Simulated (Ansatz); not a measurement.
# H5OPSSi2: Born-Oppenheimer dynamics

What does H5OPSSi2 do in its first 30 fs with a Langevin thermostat, with the temperature set to 1500 K?

Computed with Ansatz 0.2.0, Gaussian basis. Level: revPBE/6-31G*.

## Step 1: The relaxed structure

The geometry comes from an earlier relaxation with PBE0-D4 in a triple-zeta def2 set; it is a stationary point, not always the lowest conformer.

10 atoms, charge 0, spin multiplicity 1.

Atoms are counted from 1 here; the program's logs count them from 0.

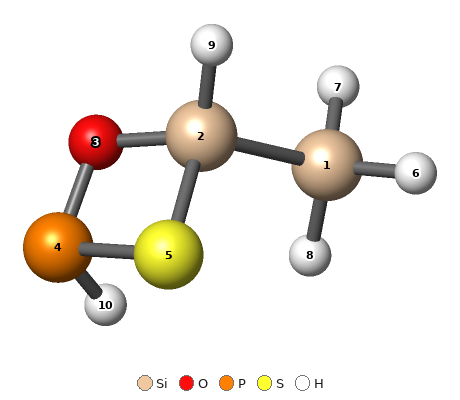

The structure; silicon light orange, oxygen red, phosphorus orange, sulfur yellow, hydrogen white; atoms are numbered from 1 in the order of the file.

Coordinates:

| atom | x (Å) | y (Å) | z (Å) |
| --- | --- | --- | --- |
| Si1 | -1.5545 | -0.5487 | -0.2375 |
| Si2 | 0.4305 | -0.0536 | 0.9048 |
| O3 | 1.7822 | -0.6148 | 0.0873 |
| P4 | 2.3643 | 0.7982 | -0.5666 |
| S5 | 1.0470 | 1.9862 | 0.6717 |
| H6 | -2.6703 | 0.1693 | 0.4351 |
| H7 | -1.8339 | -2.0098 | -0.2185 |
| H8 | -1.4431 | -0.0823 | -1.6439 |
| H9 | 0.4169 | -0.5207 | 2.3151 |
| H10 | 1.5441 | 0.8252 | -1.7445 |

## Step 2: Dynamics

in.yaml reads:

```yaml
crystal:
  periodic: [false, false, false]
  atoms:
    - {symbol: Si, position_ang: [-1.554483, -0.548652, -0.237465]}
    - {symbol: Si, position_ang: [0.430462, -0.053640, 0.904810]}
    - {symbol: O, position_ang: [1.782229, -0.614838, 0.087305]}
    - {symbol: P, position_ang: [2.364273, 0.798183, -0.566621]}
    - {symbol: S, position_ang: [1.047027, 1.986157, 0.671668]}
    - {symbol: H, position_ang: [-2.670327, 0.169296, 0.435054]}
    - {symbol: H, position_ang: [-1.833858, -2.009793, -0.218462]}
    - {symbol: H, position_ang: [-1.443090, -0.082321, -1.643851]}
    - {symbol: H, position_ang: [0.416916, -0.520698, 2.315102]}
    - {symbol: H, position_ang: [1.544150, 0.825208, -1.744541]}
basis:
  gaussian: {orbitals: "6-31G*"}
hamiltonian: {xc: {name: revPBE}}
md: {timestep: 1 fs, n_steps: 30, ensemble: nvt_langevin, temperature: 1500, initial_velocities: maxwell_boltzmann, friction: 0.01, seed: 945}
```

The run is started by

```
ansatz run in.yaml --threads 4 --pin off --events-out ev --progress --plain --max-ram 10444MiB
```

Log, cut to the lines that bear on the results:

```text
Functional definition: revPBE
  name "revPBE"
  cite "Zhang & Yang, Phys. Rev. Lett. 80, 890 (1998) doi:10.1103/PhysRevLett.80.890"
  cite "Perdew, Burke & Ernzerhof, Phys. Rev. Lett. 77, 3865 (1996) doi:10.1103/PhysRevLett.77.3865"
[...]
1187 factors; their error is unknown
[...]
mean field -37999.51330501 eV, -1396.4563569638 hartree, gradient 3.2e-5 eV, S^2 0.000000; 0 other end points of the search recorded, 0 dependent functions left out
[...]
reference -37999.51335785 eV, -1396.4563589057 hartree; 36, 36 occupied and 65, 65 virtual orbitals, 1187 factors
md step     0: t =     0.00 fs  T =  1350.0 K  F+E_penalty+E_count = -37999.51330501 eV  E_kin = 1.745010 eV  (28 SCF iters)
[...]
md step     7: t =     7.00 fs  T =   831.3 K  F+E_penalty+E_count = -37998.50103044 eV  E_kin = 1.074592 eV  (29 SCF iters)
[...]
md step    14: t =    14.00 fs  T =   898.1 K  F+E_penalty+E_count = -37998.32902194 eV  E_kin = 1.160885 eV  (30 SCF iters)
[...]
md step    21: t =    21.00 fs  T =  1147.0 K  F+E_penalty+E_count = -37998.46997397 eV  E_kin = 1.482624 eV  (30 SCF iters)
[...]
md step    28: t =    28.00 fs  T =  1183.5 K  F+E_penalty+E_count = -37998.33285410 eV  E_kin = 1.529787 eV  (30 SCF iters)
[...]
md step    29: t =    29.00 fs  T =  1185.1 K  F+E_penalty+E_count = -37998.30641841 eV  E_kin = 1.531893 eV  (30 SCF iters)
[...]
md step    30: t =    30.00 fs  T =  1260.9 K  F+E_penalty+E_count = -37998.34424689 eV  E_kin = 1.629799 eV  (30 SCF iters)
Total energy: -37998.34429934 eV, -1396.4133967981 hartree
Atom 0 at    -1.485354    -0.493613    -0.252647 Å, force    -1.475951    -2.395200     0.519754 eV/Å
Atom 1 at     0.426089    -0.064139     1.027403 Å, force     1.395425     0.890585    -3.524409 eV/Å
Atom 2 at     1.835586    -0.743143    -0.044583 Å, force    -1.299282     2.771101     1.319141 eV/Å
Atom 3 at     2.466433     0.920683    -0.432055 Å, force    -0.450470    -1.119759     2.054496 eV/Å
Atom 4 at     0.890134     2.074639     0.975063 Å, force     1.138953    -0.905110    -0.660844 eV/Å
Atom 5 at    -2.924425     0.002770    -0.089146 Å, force     0.506731     0.136312     0.775811 eV/Å
Atom 6 at    -1.628032    -2.103051    -0.073001 Å, force     0.101664     1.399323    -0.232022 eV/Å
Atom 7 at    -1.491996    -0.263239    -1.688508 Å, force     0.812662     0.181285    -0.942436 eV/Å
Atom 8 at     0.504395    -0.449098     2.366894 Å, force     0.034545    -1.099607     2.003683 eV/Å
Atom 9 at     1.653945     1.207943    -1.509709 Å, force    -0.764275     0.141071    -1.313175 eV/Å
Dipole moment:    -0.061869    -0.004524    -0.043761 e Å
```

Run time: 39 s. Hardware: 4 threads, shared host.

## Step 3: Frames and traces

One row in 2; energies are counted from the first frame:

| time (fs) | T (K) | potential (meV) | P4–H10 (Å) |
| --- | --- | --- | --- |
| 0.0 | 1350 | 0.0 | 1.436 |
| 2.0 | 1167 | 329.5 | 1.580 |
| 4.0 | 854 | 805.8 | 1.653 |
| 6.0 | 929 | 970.3 | 1.640 |
| 8.0 | 810 | 1052.1 | 1.570 |
| 10.0 | 795 | 1126.0 | 1.441 |
| 12.0 | 651 | 1345.5 | 1.337 |
| 14.0 | 898 | 1184.3 | 1.351 |
| 16.0 | 1152 | 874.5 | 1.454 |
| 18.0 | 1164 | 922.1 | 1.559 |
| 20.0 | 1101 | 1013.0 | 1.613 |
| 22.0 | 1148 | 1047.0 | 1.603 |
| 24.0 | 1279 | 961.8 | 1.510 |
| 26.0 | 1415 | 989.0 | 1.387 |
| 28.0 | 1183 | 1180.5 | 1.332 |
| 30.0 | 1261 | 1169.1 | 1.380 |

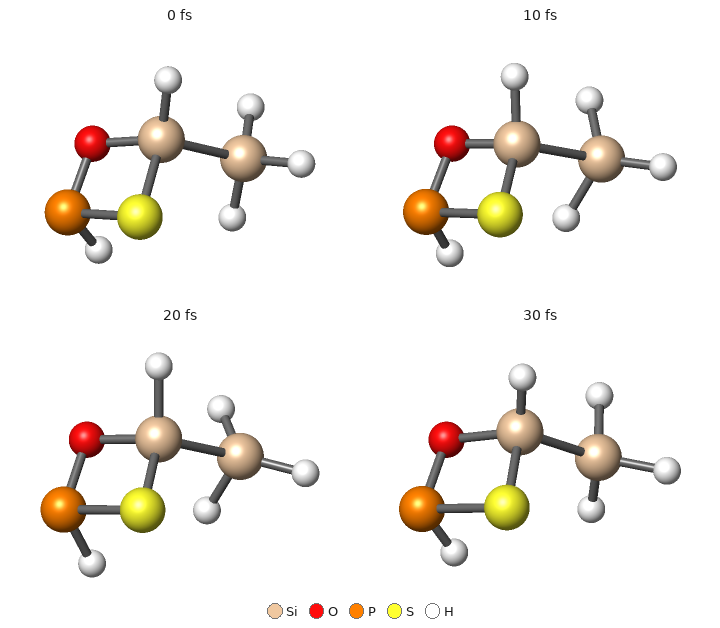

Four frames; sticks are those of the first frame.

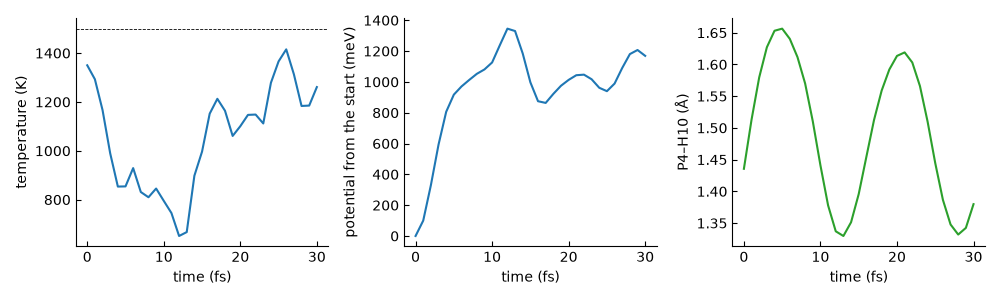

Temperature (the set value dashed), potential energy and the bond that swings most.

Positions (Å) and forces (eV/Å) at 30.0 fs:

```xyz
10

Si   -1.485   -0.494   -0.253   -1.476   -2.395    0.520
Si    0.426   -0.064    1.027    1.395    0.891   -3.524
O     1.836   -0.743   -0.045   -1.299    2.771    1.319
P     2.466    0.921   -0.432   -0.450   -1.120    2.054
S     0.890    2.075    0.975    1.139   -0.905   -0.661
H    -2.924    0.003   -0.089    0.507    0.136    0.776
H    -1.628   -2.103   -0.073    0.102    1.399   -0.232
H    -1.492   -0.263   -1.689    0.813    0.181   -0.942
H     0.504   -0.449    2.367    0.035   -1.100    2.004
H     1.654    1.208   -1.510   -0.764    0.141   -1.313
```

## Step 4: What came out

```
                         quantity                            value
                           length               30 steps of 1.0 fs
temperature, first and last frame                     1350, 1261 K
         temperature, second half  mean 1194 K, from 997 to 1415 K
           swing of the potential                         1346 meV
                  range of P4–H10                 1.330 to 1.656 Å
```

**Reading.** From 1350 K at the start the temperature swings between 651 and 1415 K: with 10 atoms it has no steady value yet; starting near a minimum, about half of the kinetic energy flows into the potential. P4–H10 swings most, by 0.33 Å; no bond breaks. A run of 30 fs gives no averages.
